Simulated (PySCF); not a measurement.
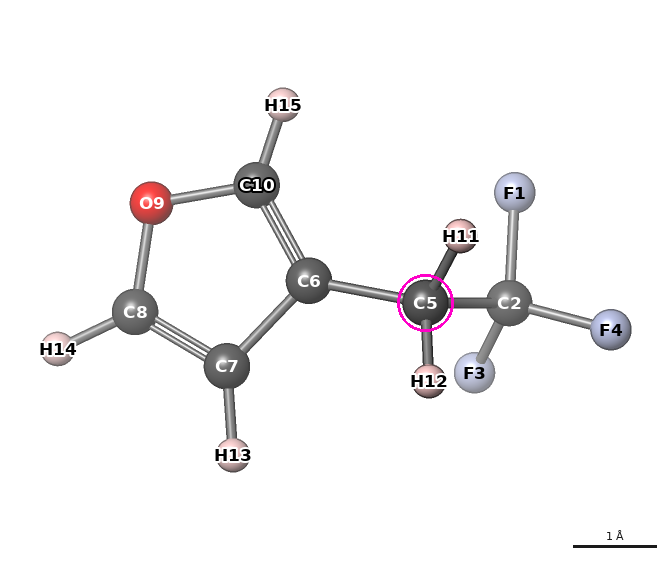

Orthographic view. Atoms fade into the background with distance from the viewer. Geometry: a frame of a GFN2-xTB molecular-dynamics simulation, not a minimum.

### Name the neighbours of the circled atom.

The circled atom is C5; it is bonded to C2, C6, H11, H12.

### What is the shortest path along bonds from the circled atom to O9?

C5–C6–C10–O9, 3 bonds; through space the two are 3.72 Å apart.

### Of C2 and C5, which is nearer the viewer?

C5; the bond to C2 points away from the viewer, so it looks shorter than its 1.55 Å.

### Which atom is farthest from the viewer?

F3, 1.3 Å behind the mean position.
